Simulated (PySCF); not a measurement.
**Two runs on C₉H₁₈OSi₂**

System: C₉H₁₈OSi₂ (Si(vinyl)3(OSiMe3)), SMILES C=C[Si](C=C)(C=C)O[Si](C)(C)C.
Method of the first run: GIAO B3LYP/pcSseg-1 NMR shielding, non-relativistic, gas phase (PySCF 2.14.0).

The geometry comes from this level: PBE0-D3(BJ)/def2-SVP. Text and figures count atoms from 1; the logs count them from 0 in places.

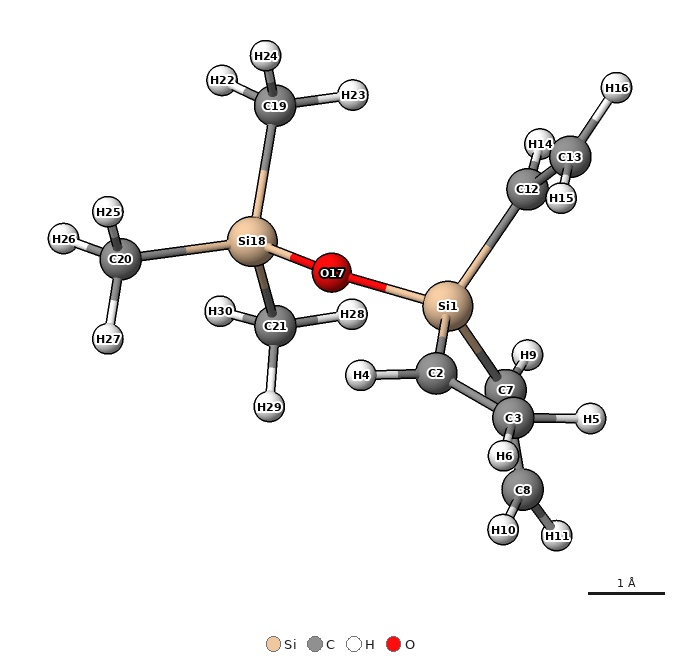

The input geometry (ball-and-stick view, seen at a tilt; atoms are numbered from 1 in the order of the input).

## Input, the first run
```
{"job": {"kind": "nmr", "xc": "B3LYP", "basis": "pcSseg-1", "pop": false}, "charge": 0, "multiplicity": 1}
Si     0.235372     0.654492     0.852615
C      0.106093     0.135958     2.643498
C      0.710212     0.760272     3.662047
H     -0.521791    -0.736477     2.867527
H      1.349605     1.637081     3.504612
H      0.598346     0.428837     4.700912
C      2.022392     0.757824     0.299564
C      3.070254     0.326813     1.011859
H      2.227533     1.209894    -0.681630
H      2.942158    -0.129131     2.000131
H      4.099623     0.408922     0.644972
C     -0.568287     2.319992     0.568130
C     -1.172111     3.049157     1.513548
H     -0.543866     2.728104    -0.452978
H     -1.233826     2.702588     2.551468
H     -1.630384     4.021220     1.298170
O     -0.565134    -0.484600    -0.048074
Si    -0.778860    -1.235892    -1.522200
C     -1.820367    -0.121193    -2.611810
C     -1.658664    -2.852687    -1.188376
C      0.894047    -1.540376    -2.315029
H     -2.026787    -0.594463    -3.585200
H     -1.305766     0.833743    -2.803924
H     -2.784953     0.106364    -2.131836
H     -2.623866    -2.676934    -0.689253
H     -1.853942    -3.400680    -2.123965
H     -1.051546    -3.498454    -0.535039
H      1.403860    -0.591981    -2.546098
H      1.548149    -2.115246    -1.641082
H      0.788985    -2.104236    -3.255832
```

The first line tells a small driver script what to run in PySCF; the rest is the geometry in Å.

Launched with:
```bash
OMP_NUM_THREADS=2 python <driver script> task.json out
```

Hardware: 2 CPU threads, shared host.

## Output, shortened to warnings, some set-up lines, iterations and results (the first run)
```
coarse grid: 25272 points
[...]
cycle   1  E = -1007.7185404436  dE =  9.103e-01  |g| = 1.087e+00  |ddm| = 4.953e+00
cycle   2  E = -1007.3889845087  dE =  3.296e-01  |g| = 1.671e+00  |ddm| = 2.337e+00
cycle   3  E = -1007.9495380448  dE = -5.606e-01  |g| = 3.163e-01  |ddm| = 1.767e+00
cycle   4  E = -1007.9710032766  dE = -2.147e-02  |g| = 3.990e-02  |ddm| = 2.845e-01
cycle   5  E = -1007.9712460989  dE = -2.428e-04  |g| = 2.500e-02  |ddm| = 4.851e-02
cycle   6  E = -1007.9714012125  dE = -1.551e-04  |g| = 5.354e-03  |ddm| = 2.223e-02
cycle   7  E = -1007.9714087702  dE = -7.558e-06  |g| = 1.780e-03  |ddm| = 6.993e-03
cycle   8  E = -1008.0693855133  dE = -4.452e-05  |g| = 9.452e-03  |ddm| = 3.131e-02
cycle   9  E = -1008.0693681890  dE =  1.732e-05  |g| = 1.297e-02  |ddm| = 1.754e-02
cycle  10  E = -1008.0694065137  dE = -3.832e-05  |g| = 2.240e-03  |ddm| = 1.058e-02
cycle  11  E = -1008.0694075206  dE = -1.007e-06  |g| = 2.520e-04  |ddm| = 1.802e-03
cycle  12  E = -1008.0694075309  dE = -1.032e-08  |g| = 1.287e-04  |ddm| = 3.510e-04
cycle  13  E = -1008.0694075347  dE = -3.729e-09  |g| = 6.071e-05  |ddm| = 1.663e-04
cycle  14  E = -1008.0694075355  dE = -8.208e-10  |g| = 9.692e-06  |ddm| = 4.406e-05
converged SCF energy = -1008.0694075355

GIAO shielding tensors (ppm)
atom      isotropic    diamagn.    paramagn.     s11        s22        s33       span
  0 Si     359.906     887.321    -527.415    337.150    352.224    390.344     53.193
  1 C       38.861     266.209    -227.347    -78.204     37.242    157.547    235.751
  2 C       33.706     254.143    -220.437    -96.827     38.130    159.816    256.643
  3 H       25.413      35.199      -9.786     22.959     24.464     28.816      5.857
  4 H       25.638      32.205      -6.567     20.805     25.614     30.495      9.690
  5 H       24.859      28.293      -3.434     21.413     24.531     28.634      7.222
  6 C       32.684     267.443    -234.760    -95.172     25.641    167.581    262.753
  7 C       37.452     254.900    -217.448    -88.155     39.425    161.087    249.242
  8 H       25.094      36.070     -10.976     21.160     25.756     28.367      7.207
  9 H       25.284      33.995      -8.711     21.722     24.615     29.514      7.792
 10 H       25.231      29.692      -4.461     22.184     24.494     29.015      6.831
 11 C       33.363     266.470    -233.107    -92.086     26.729    165.446    257.532
 12 C       37.423     252.974    -215.551    -88.185     39.956    160.499    248.685
 13 H       25.112      35.439     -10.327     21.560     25.086     28.689      7.128
 14 H       25.339      32.449      -7.110     22.194     24.038     29.785      7.592
 15 H       25.239      28.461      -3.222     22.326     24.330     29.060      6.734
 16 O      250.664     412.294    -161.630    224.591    262.871    264.530     39.939
 17 Si     324.893     883.835    -558.942    309.688    318.504    346.487     36.799
 18 C      176.633     256.181     -79.548    168.541    176.446    184.912     16.370
 19 C      177.551     255.178     -77.628    168.517    177.930    186.205     17.687
 20 C      175.954     257.258     -81.305    168.895    176.999    181.967     13.073
 21 H       31.495      29.206       2.289     27.577     28.712     38.196     10.620
 22 H       31.234      35.057      -3.822     27.500     29.702     36.501      9.000
 23 H       31.073      32.898      -1.825     27.858     28.705     36.655      8.798
 24 H       31.104      32.175      -1.070     27.386     28.956     36.971      9.586
 25 H       31.599      28.527       3.072     27.609     28.939     38.250     10.641
 26 H       31.148      32.973      -1.825     27.273     29.267     36.905      9.632
 27 H       31.278      35.767      -4.489     27.695     29.808     36.330      8.635
 28 H       31.145      34.711      -3.566     27.737     29.423     36.275      8.538
[...]
```

The input of the second run differs as follows (lines with − go, lines with + come):
```diff
-"xc": "B3LYP"
+"xc": "PBE0"
-"pop": false
```

Predict how the results change.

The total energies belong to different methods, so their difference says nothing on which is more stable or more accurate. The HOMO goes from −7.34 to −7.59 eV. The LUMO goes from −0.88 to −0.70 eV. Of all shieldings, the largest change is that of Si1 and Si18, by +10.4 ppm. The functional changes from B3LYP to PBE0. The number of SCF iterations is the same.

## Output, shortened to warnings, some set-up lines, iterations and results (the second run)
```
coarse grid: 25272 points
[...]
cycle   1  E = -1006.9638419634  dE =  9.334e-01  |g| = 9.555e-01  |ddm| = 4.913e+00
cycle   2  E = -1006.7721222335  dE =  1.917e-01  |g| = 1.375e+00  |ddm| = 1.939e+00
cycle   3  E = -1007.1476100079  dE = -3.755e-01  |g| = 2.447e-01  |ddm| = 1.399e+00
cycle   4  E = -1007.1604815892  dE = -1.287e-02  |g| = 3.162e-02  |ddm| = 2.210e-01
cycle   5  E = -1007.1606535460  dE = -1.720e-04  |g| = 1.800e-02  |ddm| = 3.750e-02
cycle   6  E = -1007.1607350829  dE = -8.154e-05  |g| = 3.465e-03  |ddm| = 1.614e-02
cycle   7  E = -1007.1607380464  dE = -2.963e-06  |g| = 1.129e-03  |ddm| = 4.191e-03
cycle   8  E = -1007.2407824188  dE = -3.803e-05  |g| = 1.313e-02  |ddm| = 3.286e-02
cycle   9  E = -1007.2407496311  dE =  3.279e-05  |g| = 1.853e-02  |ddm| = 2.317e-02
cycle  10  E = -1007.2408206870  dE = -7.106e-05  |g| = 2.622e-03  |ddm| = 1.451e-02
cycle  11  E = -1007.2408220436  dE = -1.357e-06  |g| = 1.815e-04  |ddm| = 2.125e-03
cycle  12  E = -1007.2408220491  dE = -5.452e-09  |g| = 7.351e-05  |ddm| = 2.250e-04
cycle  13  E = -1007.2408220500  dE = -9.411e-10  |g| = 3.941e-05  |ddm| = 8.361e-05
cycle  14  E = -1007.2408220504  dE = -3.818e-10  |g| = 9.547e-06  |ddm| = 3.686e-05
converged SCF energy = -1007.2408220504

GIAO shielding tensors (ppm)
atom      isotropic    diamagn.    paramagn.     s11        s22        s33       span
  0 Si     370.279     887.117    -516.838    346.304    362.966    401.565     55.261
  1 C       44.510     266.825    -222.316    -72.026     42.025    163.530    235.556
  2 C       37.831     254.903    -217.071    -92.492     40.586    165.400    257.891
  3 H       25.159      35.002      -9.843     22.829     24.107     28.542      5.713
  4 H       25.399      31.868      -6.469     20.468     25.357     30.373      9.905
  5 H       24.597      28.256      -3.660     21.076     24.264     28.449      7.373
  6 C       38.762     267.992    -229.230    -87.920     30.915    173.291    261.210
  7 C       41.413     255.476    -214.063    -84.283     42.045    166.477    250.760
  8 H       24.859      35.862     -11.003     21.030     25.445     28.102      7.072
  9 H       25.058      33.630      -8.572     21.424     24.373     29.377      7.953
 10 H       24.966      29.585      -4.619     21.837     24.230     28.830      6.992
 11 C       39.356     267.067    -227.711    -84.979     31.892    171.154    256.132
 12 C       41.398     253.658    -212.261    -84.300     42.604    165.888    250.188
 13 H       24.871      35.240     -10.369     21.420     24.758     28.435      7.016
 14 H       25.116      32.133      -7.017     21.899     23.802     29.648      7.749
 15 H       24.975      28.406      -3.431     21.983     24.063     28.878      6.895
 16 O      254.791     411.254    -156.464    225.954    268.323    270.095     44.141
 17 Si     335.265     883.718    -548.453    318.799    327.755    359.241     40.443
 18 C      181.651     257.657     -76.006    173.469    181.872    189.613     16.144
 19 C      182.587     256.806     -74.218    173.508    183.384    190.871     17.363
 20 C      181.061     258.648     -77.587    173.843    182.417    186.923     13.080
 21 H       31.380      29.304       2.076     27.268     28.462     38.409     11.141
 22 H       31.100      34.862      -3.762     27.178     29.461     36.660      9.482
 23 H       30.933      32.790      -1.857     27.538     28.439     36.823      9.284
 24 H       30.964      32.093      -1.129     27.042     28.706     37.143     10.102
 25 H       31.487      28.607       2.880     27.298     28.704     38.458     11.160
 26 H       31.008      32.862      -1.855     26.926     29.024     37.073     10.146
 27 H       31.150      35.564      -4.414     27.410     29.551     36.489      9.079
 28 H       31.021      34.542      -3.522     27.474     29.139     36.449      8.975
[...]
```

## The two runs side by side

| quantity | the first run | the second run |
| --- | --- | --- |
| outcome | converged | converged |
| total energy (hartree) | −1008.069408 | −1007.240822 |
| HOMO (eV) | −7.34 | −7.59 |
| LUMO (eV) | −0.88 | −0.70 |
| dipole moment (D) | 0.48 | 0.49 |
| shielding of Si1 (ppm) | 359.9 | 370.3 |
| shielding of C2 (ppm) | 38.9 | 44.5 |
| shielding of C7 (ppm) | 32.7 | 38.8 |
| shielding of C12 (ppm) | 33.4 | 39.4 |
| shielding of Si18 (ppm) | 324.9 | 335.3 |
| shielding of C20 (ppm) | 177.6 | 182.6 |
| shielding of C21 (ppm) | 176.0 | 181.1 |
| SCF iterations | 14 | 14 |
| basis functions | 308 | 308 |
| wall time (shared host) | 58 s | 78 s |
